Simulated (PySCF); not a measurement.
# Sn₂Cl⁺: one geometry, several methods

Aim: at the PBE0 minimum of singlet Sn₂Cl⁺, found before, compare methods on energies and levels.

Computed with PySCF 2.14.0. Level: several methods, basis Cl def2-SVP, Sn def2-SVP with ECP28, scalar-relativistic core potentials, no spin–orbit coupling, density fitting.

## (1) Where the work starts

3 atoms, charge 1, spin multiplicity 1.

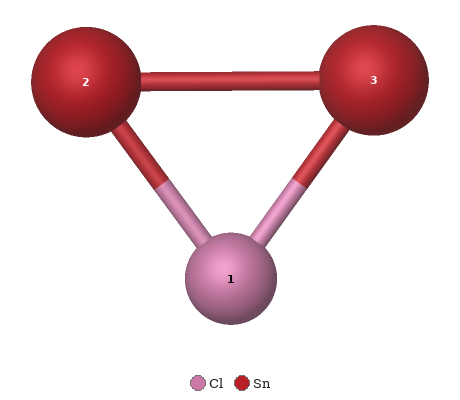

As it starts; chlorine pink, tin red; atoms are numbered from 1 in the order of the file.

Coordinates in bohr (charge 1 multiplicity 1):
```
Cl    0.0000    0.0000   -3.4310
Sn    2.8580    0.0000    0.5006
Sn   -2.8580    0.0000    0.5006
```

## (2) Real-space pictures of the lowest minimum

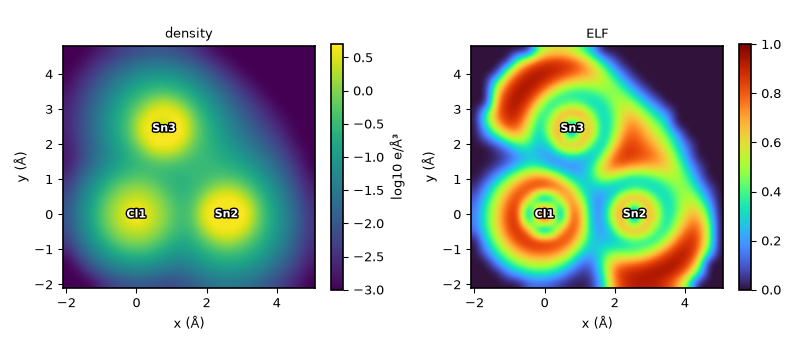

The plane holds Cl1 at (0.00, 0.00), Sn2 at (2.57, 0.00), Sn3 at (0.79, 2.45) Å. ELF is set to 0 where the density is under 0.005 e/Å³; an orbital's overall sign is arbitrary. Electrons inside core potentials are absent.

Orbitals, density, ELF and potential are computed afterwards from the orbital file.

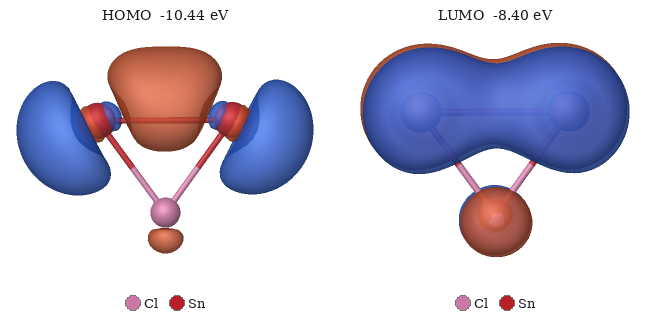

PBE0 orbitals near the gap, drawn at the value that encloses 70 % of each; the two colours are the two signs.

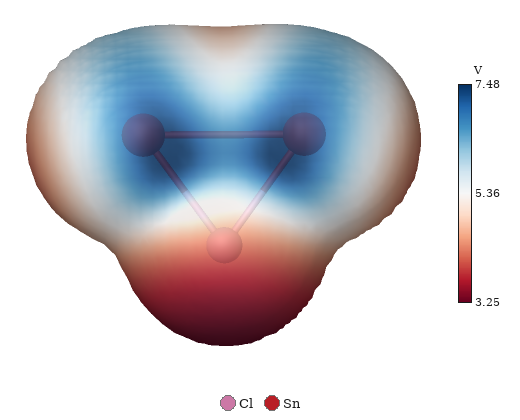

Electrostatic potential on the surface of density 0.002 e/bohr³; red is low, blue high. It runs, from the 1st to the 99th percentile, from 3.25 V near Cl1 to 7.48 V near Sn3.

Values on the line from Cl1 (at 0) through Sn2 (at 2.572 Å):

```tsv
distance (Å)	density (e/Å³)	ELF	electrostatic potential (V)
-0.90	0.719	0.881	16.4
0.77	1.27	0.838	28.3
1.03	0.592	0.738	15
1.29	0.352	0.282	14.8
1.54	0.457	0.143	22.5
1.80	1.72	0.346	44.4
3.47	0.832	0.284	29.1
3.73	0.276	0.398	15.9
3.99	0.113	0.588	10.3
```

Making the fields took 1.9 s on 2 threads of Arm Neoverse N1, shared host.

## (3) PBE0

One driver script runs all steps and calls PySCF; scf.py shows the equivalent input of each level. Each SCF starts from the density of the minimum. The driver also runs the species with one electron less or more at the same geometry; their logs are not shown.

File scf.py:

```python
from pyscf import gto, scf, dft
mol = gto.M(atom='''
Cl     0.000000    -0.000000    -1.815607
Sn     1.512384    -0.000000     0.264894
Sn    -1.512384     0.000000     0.264894''',
    basis={'Cl': 'def2-SVP', 'Sn': 'def2-SVP'},
    ecp={'Sn': 'def2-SVP'},
    charge=1, spin=0)
mf = dft.RKS(mol, xc='PBE0')
mf.grids.atom_grid = (75, 302)
aux = {'Cl': 'def2-universal-JKFIT', 'Sn': 'def2-universal-JKFIT'}
mf = mf.density_fit(auxbasis=aux)
mf.conv_tol = 1e-08
mf.diis_space = 10
mf.max_cycle = 60
mf.verbose = 4
mf.kernel()
```

On the command line:

```bash
OMP_NUM_THREADS=2 python axn.py task.json out
```

Output:

```text
init E= -888.320993064251
  HOMO = -0.383710361489143  LUMO = -0.308631728969258  gap/eV = 2.04299
cycle= 1 E= -888.320993064253  delta_E= -2.5e-12  |g|= 1.3e-06  |ddm|= 3.81e-06
  HOMO = -0.383710092411206  LUMO = -0.308631478327026  gap/eV = 2.04299
Extra cycle  E= -888.320993064252  delta_E= 1.59e-12  |g|= 1.23e-06  |ddm|= 3.39e-06
converged SCF energy = -888.320993064252
```

This level, with the species of one electron less or more, took 3.3 s.

- energy: -888.320993 Eh
- one electron less (charge +2): -887.866247 Eh (doublet, ⟨S²⟩ 0.76)
- one electron more (charge +0): -888.565476 Eh (doublet, ⟨S²⟩ 0.75)
- Mulliken charge of Cl1: -0.22 e

## (4) HF

scf.py: that of step 3 with these lines changed.

```diff
@@ -9,2 +9 @@
-mf = dft.RKS(mol, xc='PBE0')
-mf.grids.atom_grid = (75, 302)
+mf = scf.RHF(mol)
```

Output, cut to the lines that bear on the results:

```text
[... the frontier levels of the middle cycles are left out ...]
init E= -885.861880764028
  HOMO = -0.425868792270279  LUMO = -0.194245955719662  gap/eV = 6.30278
cycle= 1 E= -885.880719994285  delta_E= -0.0188  |g|= 0.0541  |ddm|= 0.509
  HOMO = -0.439124976878169  LUMO = -0.203951787884295  gap/eV = 6.39939
cycle= 2 E= -885.882023256552  delta_E= -0.0013  |g|= 0.0141  |ddm|= 0.127
  HOMO = -0.440730063336382  LUMO = -0.204468300572718  gap/eV = 6.42901
cycle= 3 E= -885.882209283728  delta_E= -0.000186  |g|= 0.00628  |ddm|= 0.0484
cycle= 4 E= -885.882243212555  delta_E= -3.39e-05  |g|= 0.00206  |ddm|= 0.0177
cycle= 5 E= -885.88225245283  delta_E= -9.24e-06  |g|= 0.00088  |ddm|= 0.0101
cycle= 6 E= -885.882254522067  delta_E= -2.07e-06  |g|= 0.000258  |ddm|= 0.00568
cycle= 7 E= -885.882254693963  delta_E= -1.72e-07  |g|= 6.7e-05  |ddm|= 0.00174
cycle= 8 E= -885.882254700614  delta_E= -6.65e-09  |g|= 1.9e-05  |ddm|= 0.000317
  HOMO = -0.442101971933802  LUMO = -0.205028625098213  gap/eV = 6.45109
Extra cycle  E= -885.882254700995  delta_E= -3.81e-10  |g|= 9.02e-06  |ddm|= 4.32e-05
converged SCF energy = -885.882254700995
```

This level, with the species of one electron less or more, took 2 s.

* energy: -885.882255 Eh
* one electron less (charge +2): -885.460663 Eh (doublet, ⟨S²⟩ 0.79)
* one electron more (charge +0): -886.099811 Eh (doublet, ⟨S²⟩ 0.76)
* Mulliken charge of Cl1: -0.37 e

## (5) PBE

scf.py: that of step 4 with these lines changed.

```diff
@@ -9 +9,2 @@
-mf = scf.RHF(mol)
+mf = dft.RKS(mol, xc='PBE')
+mf.grids.atom_grid = (75, 302)
```

Output, cut to the lines that bear on the results:

```text
[... the frontier levels of the middle cycles are left out ...]
init E= -888.273894576458
  HOMO = -0.355830513771297  LUMO = -0.336574906249818  gap/eV = 0.52397
cycle= 1 E= -888.275473014937  delta_E= -0.00158  |g|= 0.0528  |ddm|= 0.229
  HOMO = -0.351686391013481  LUMO = -0.334191110079917  gap/eV = 0.47607
cycle= 2 E= -888.271489609904  delta_E= 0.00398  |g|= 0.115  |ddm|= 0.211
  HOMO = -0.353812814377644  LUMO = -0.334887423403307  gap/eV = 0.51499
cycle= 3 E= -888.276434946458  delta_E= -0.00495  |g|= 0.00978  |ddm|= 0.157
cycle= 4 E= -888.276455305587  delta_E= -2.04e-05  |g|= 0.00177  |ddm|= 0.0152
cycle= 5 E= -888.276456591183  delta_E= -1.29e-06  |g|= 0.000371  |ddm|= 0.00311
cycle= 6 E= -888.276456630307  delta_E= -3.91e-08  |g|= 0.000112  |ddm|= 0.000761
cycle= 7 E= -888.276456635356  delta_E= -5.05e-09  |g|= 8.59e-06  |ddm|= 0.000168
  HOMO = -0.353817575921921  LUMO = -0.334953117836589  gap/eV = 0.51333
Extra cycle  E= -888.276456635269  delta_E= 8.69e-11  |g|= 1.81e-05  |ddm|= 3.96e-05
converged SCF energy = -888.276456635269
```

This level, with the species of one electron less or more, took 7.1 s.

| Item | Value |
| --- | --- |
| energy | -888.276457 Eh |
| one electron less (charge +2) | -887.822879 Eh (doublet, ⟨S²⟩ 0.75) |
| one electron more (charge +0) | -888.520394 Eh (doublet, ⟨S²⟩ 0.75) |
| Mulliken charge of Cl1 | -0.15 e |

## (6) B3LYP

scf.py: that of step 5 with these lines changed.

```diff
@@ -9 +9 @@
-mf = dft.RKS(mol, xc='PBE')
+mf = dft.RKS(mol, xc='B3LYP')
```

Output:

```text
init E= -888.621649934146
  HOMO = -0.376488714804324  LUMO = -0.31599753893473  gap/eV = 1.64605
cycle= 1 E= -888.622208922549  delta_E= -0.000559  |g|= 0.0111  |ddm|= 0.108
  HOMO = -0.377149548576135  LUMO = -0.316314089581174  gap/eV = 1.65542
cycle= 2 E= -888.622199123695  delta_E= 9.8e-06  |g|= 0.0121  |ddm|= 0.031
  HOMO = -0.376602633327003  LUMO = -0.316007360394009  gap/eV = 1.64888
cycle= 3 E= -888.622237329746  delta_E= -3.82e-05  |g|= 0.00314  |ddm|= 0.018
  HOMO = -0.376634105508799  LUMO = -0.315998603898825  gap/eV = 1.64998
cycle= 4 E= -888.622241449067  delta_E= -4.12e-06  |g|= 0.000336  |ddm|= 0.00507
  HOMO = -0.376672075984793  LUMO = -0.316035625772683  gap/eV = 1.65000
cycle= 5 E= -888.622241494089  delta_E= -4.5e-08  |g|= 0.000127  |ddm|= 0.000807
  HOMO = -0.376662112802954  LUMO = -0.316027110595983  gap/eV = 1.64996
cycle= 6 E= -888.622241499247  delta_E= -5.16e-09  |g|= 1.8e-05  |ddm|= 0.000157
  HOMO = -0.37666064733007  LUMO = -0.316026955166864  gap/eV = 1.64993
Extra cycle  E= -888.622241499171  delta_E= 7.64e-11  |g|= 2.57e-05  |ddm|= 6.26e-05
converged SCF energy = -888.622241499171
```

This level, with the species of one electron less or more, took 5.3 s on 2 threads of Arm Neoverse N1, shared host.

```
energy                        : -888.622241 Eh
one electron less (charge +2) : -888.166160 Eh (doublet, ⟨S²⟩ 0.75)
one electron more (charge +0) : -888.865668 Eh (doublet, ⟨S²⟩ 0.75)
Mulliken charge of Cl1        : -0.20 e
```

## (7) r2SCAN

scf.py: that of step 6 with these lines changed.

```diff
@@ -9,2 +9,2 @@
-mf = dft.RKS(mol, xc='B3LYP')
-mf.grids.atom_grid = (75, 302)
+mf = dft.RKS(mol, xc='R2SCAN')
+mf.grids.atom_grid = (90, 434)
```

Output:

```text
init E= -888.585534335644
  HOMO = -0.364299803784441  LUMO = -0.33425605061029  gap/eV = 0.81753
cycle= 1 E= -888.586146747247  delta_E= -0.000612  |g|= 0.0334  |ddm|= 0.166
  HOMO = -0.361666291728271  LUMO = -0.333383185182469  gap/eV = 0.76962
cycle= 2 E= -888.584721230716  delta_E= 0.00143  |g|= 0.0698  |ddm|= 0.141
  HOMO = -0.362621304124794  LUMO = -0.333441848989957  gap/eV = 0.79401
cycle= 3 E= -888.586584326226  delta_E= -0.00186  |g|= 0.00306  |ddm|= 0.0945
  HOMO = -0.362268793246981  LUMO = -0.333072939252618  gap/eV = 0.79446
cycle= 4 E= -888.586586348423  delta_E= -2.02e-06  |g|= 0.000742  |ddm|= 0.00573
  HOMO = -0.36234026119675  LUMO = -0.333136888718674  gap/eV = 0.79466
cycle= 5 E= -888.586586542219  delta_E= -1.94e-07  |g|= 0.000144  |ddm|= 0.00123
  HOMO = -0.362330641259197  LUMO = -0.333128467453965  gap/eV = 0.79463
cycle= 6 E= -888.586586547907  delta_E= -5.69e-09  |g|= 3.65e-05  |ddm|= 0.000186
  HOMO = -0.362324942767234  LUMO = -0.333124775119153  gap/eV = 0.79458
Extra cycle  E= -888.586586546  delta_E= 1.91e-09  |g|= 7.98e-05  |ddm|= 0.000174
converged SCF energy = -888.586586546
```

This level, with the species of one electron less or more, took 13 s.

| Property | Result |
| --- | --- |
| energy | -888.586587 Eh |
| one electron less (charge +2) | -888.131821 Eh (doublet, ⟨S²⟩ 0.76) |
| one electron more (charge +0) | -888.836834 Eh (doublet, ⟨S²⟩ 0.75) |
| Mulliken charge of Cl1 | -0.21 e |

## (8) TPSSh

scf.py: that of step 7 with these lines changed.

```diff
@@ -9 +9 @@
-mf = dft.RKS(mol, xc='R2SCAN')
+mf = dft.RKS(mol, xc='TPSSH')
```

Output:

```text
init E= -888.325415867638
  HOMO = -0.368541093529194  LUMO = -0.322204696042454  gap/eV = 1.26088
cycle= 1 E= -888.325966315464  delta_E= -0.00055  |g|= 0.0234  |ddm|= 0.0834
  HOMO = -0.368683523603201  LUMO = -0.322892220965427  gap/eV = 1.24604
cycle= 2 E= -888.325947414881  delta_E= 1.89e-05  |g|= 0.0189  |ddm|= 0.053
  HOMO = -0.368204359045375  LUMO = -0.32209885478719  gap/eV = 1.25459
cycle= 3 E= -888.326020931218  delta_E= -7.35e-05  |g|= 0.00992  |ddm|= 0.0359
  HOMO = -0.367929918955017  LUMO = -0.321972759138893  gap/eV = 1.25056
cycle= 4 E= -888.326055816245  delta_E= -3.49e-05  |g|= 0.000628  |ddm|= 0.0137
  HOMO = -0.368019958030542  LUMO = -0.322052289051392  gap/eV = 1.25084
cycle= 5 E= -888.326055944875  delta_E= -1.29e-07  |g|= 0.00014  |ddm|= 0.00114
  HOMO = -0.368019413112619  LUMO = -0.322050364723935  gap/eV = 1.25088
cycle= 6 E= -888.326055950751  delta_E= -5.88e-09  |g|= 1.88e-05  |ddm|= 0.000168
  HOMO = -0.368015465065658  LUMO = -0.322047523414864  gap/eV = 1.25085
Extra cycle  E= -888.326055950457  delta_E= 2.94e-10  |g|= 3.46e-05  |ddm|= 7.48e-05
converged SCF energy = -888.326055950457
```

This level, with the species of one electron less or more, took 11 s.

```
energy                        : -888.326056 Eh
one electron less (charge +2) : -887.871583 Eh (doublet, ⟨S²⟩ 0.75)
one electron more (charge +0) : -888.570259 Eh (doublet, ⟨S²⟩ 0.75)
Mulliken charge of Cl1        : -0.21 e
```

## (9) r2SCANh

scf.py: that of step 8 with these lines changed.

```diff
@@ -9 +9 @@
-mf = dft.RKS(mol, xc='TPSSH')
+mf = dft.RKS(mol, xc='HYB_MGGA_XC_R2SCANH')
```

Output:

```text
init E= -888.560498832987
  HOMO = -0.374141152575956  LUMO = -0.323610207651671  gap/eV = 1.37502
cycle= 1 E= -888.560844962311  delta_E= -0.000346  |g|= 0.0171  |ddm|= 0.109
  HOMO = -0.372972640807222  LUMO = -0.323389031109082  gap/eV = 1.34924
cycle= 2 E= -888.56060890234  delta_E= 0.000236  |g|= 0.0308  |ddm|= 0.0668
  HOMO = -0.373303261599553  LUMO = -0.323282049010099  gap/eV = 1.36115
cycle= 3 E= -888.560962783624  delta_E= -0.000354  |g|= 0.00162  |ddm|= 0.0416
  HOMO = -0.373065891963663  LUMO = -0.323044163919822  gap/eV = 1.36116
cycle= 4 E= -888.560963674833  delta_E= -8.91e-07  |g|= 0.000372  |ddm|= 0.00308
  HOMO = -0.373078469952888  LUMO = -0.323052402604938  gap/eV = 1.36128
cycle= 5 E= -888.560963720287  delta_E= -4.55e-08  |g|= 6.42e-05  |ddm|= 0.000551
  HOMO = -0.373075622725725  LUMO = -0.323051544948064  gap/eV = 1.36122
cycle= 6 E= -888.56096372191  delta_E= -1.62e-09  |g|= 1.14e-05  |ddm|= 0.000108
  HOMO = -0.373073683917347  LUMO = -0.323050130337076  gap/eV = 1.36121
Extra cycle  E= -888.560963721821  delta_E= 8.98e-11  |g|= 1.92e-05  |ddm|= 4.82e-05
converged SCF energy = -888.560963721821
```

This level, with the species of one electron less or more, took 11 s.

```
energy                        : -888.560964 Eh
one electron less (charge +2) : -888.106036 Eh (doublet, ⟨S²⟩ 0.76)
one electron more (charge +0) : -888.810981 Eh (doublet, ⟨S²⟩ 0.75)
Mulliken charge of Cl1        : -0.22 e
```

## (10) M06

scf.py: that of step 9 with these lines changed.

```diff
@@ -9 +9 @@
-mf = dft.RKS(mol, xc='HYB_MGGA_XC_R2SCANH')
+mf = dft.RKS(mol, xc='M06')
```

Output, cut to the lines that bear on the results:

```text
[... the frontier levels of the middle cycles are left out ...]
init E= -888.621225019413
  HOMO = -0.371346381647136  LUMO = -0.312922611796653  gap/eV = 1.58979
cycle= 1 E= -888.623182529368  delta_E= -0.00196  |g|= 0.0306  |ddm|= 0.178
  HOMO = -0.373507777048253  LUMO = -0.311054074343286  gap/eV = 1.69945
cycle= 2 E= -888.622773182133  delta_E= 0.000409  |g|= 0.0461  |ddm|= 0.099
  HOMO = -0.373205752742045  LUMO = -0.311627685143264  gap/eV = 1.67562
cycle= 3 E= -888.623509488183  delta_E= -0.000736  |g|= 0.00446  |ddm|= 0.0633
cycle= 4 E= -888.623518066036  delta_E= -8.58e-06  |g|= 0.000684  |ddm|= 0.00847
cycle= 5 E= -888.623518240057  delta_E= -1.74e-07  |g|= 0.000167  |ddm|= 0.00111
cycle= 6 E= -888.623518251857  delta_E= -1.18e-08  |g|= 3.74e-05  |ddm|= 0.00034
cycle= 7 E= -888.623518252552  delta_E= -6.96e-10  |g|= 6.86e-06  |ddm|= 9.24e-05
  HOMO = -0.373608093538017  LUMO = -0.312154565999494  gap/eV = 1.67224
Extra cycle  E= -888.62351825257  delta_E= -1.82e-11  |g|= 5.44e-06  |ddm|= 2.91e-05
converged SCF energy = -888.62351825257
```

This level, with the species of one electron less or more, took 11 s on 2 threads of Arm Neoverse N1, shared host.

- energy: -888.623518 Eh
- one electron less (charge +2): -888.168794 Eh (doublet, ⟨S²⟩ 0.75)
- one electron more (charge +0): -888.860776 Eh (doublet, ⟨S²⟩ 0.75)
- Mulliken charge of Cl1: -0.22 e

The dipole of an ion depends on the origin, here the centre of mass.

## (11) All levels side by side

| level | vertical ionisation energy (eV) | vertical electron affinity (eV) | −ε(HOMO) (eV) | gap (eV) | dipole (D) | wall time |
| --- | --- | --- | --- | --- | --- | --- |
| PBE0 | 12.37 | 6.65 | 10.44 | 2.04 | 2.34 | 3.3 s |
| HF | 11.47 | 5.92 | 12.03 | 6.45 | 2.90 | 2 s |
| PBE | 12.34 | 6.64 | 9.63 | 0.51 | 2.00 | 7.1 s |
| B3LYP | 12.41 | 6.62 | 10.25 | 1.65 | 2.23 | 5.3 s |
| r2SCAN | 12.37 | 6.81 | 9.86 | 0.79 | 2.19 | 13 s |
| TPSSh | 12.37 | 6.65 | 10.01 | 1.25 | 2.28 | 11 s |
| r2SCANh | 12.38 | 6.80 | 10.15 | 1.36 | 2.29 | 11 s |
| M06 | 12.37 | 6.46 | 10.17 | 1.67 | 2.32 | 11 s |

Times are for 2 threads of Arm Neoverse N1, shared host; PBE0 starts from its own converged density, so its time is not comparable. A dash stands where a species or a free atom was not run at that level, or the quantity is not defined.

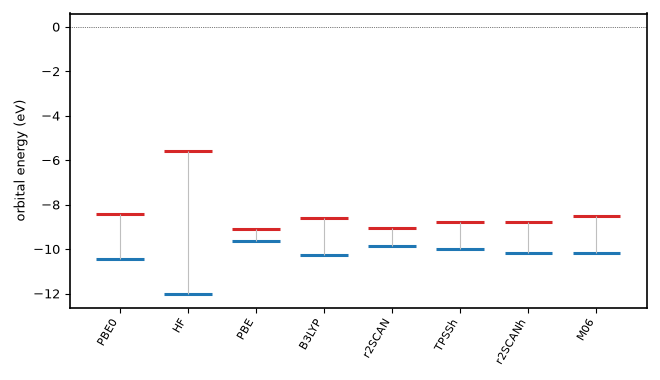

Highest occupied (blue) and lowest empty (red) levels by method.

## (12) Summary of results

```
                         quantity                           value
vertical ionisation energy, range  11.47 (HF) to 12.41 (B3LYP) eV
vertical electron affinity, range   5.92 (HF) to 6.81 (r2SCAN) eV
               orbital gap, range      0.51 (PBE) to 6.45 (HF) eV
```

The vertical ionisation energy spreads over 0.94 eV, from HF to B3LYP; without a CCSD(T) value for it there is no yardstick here.
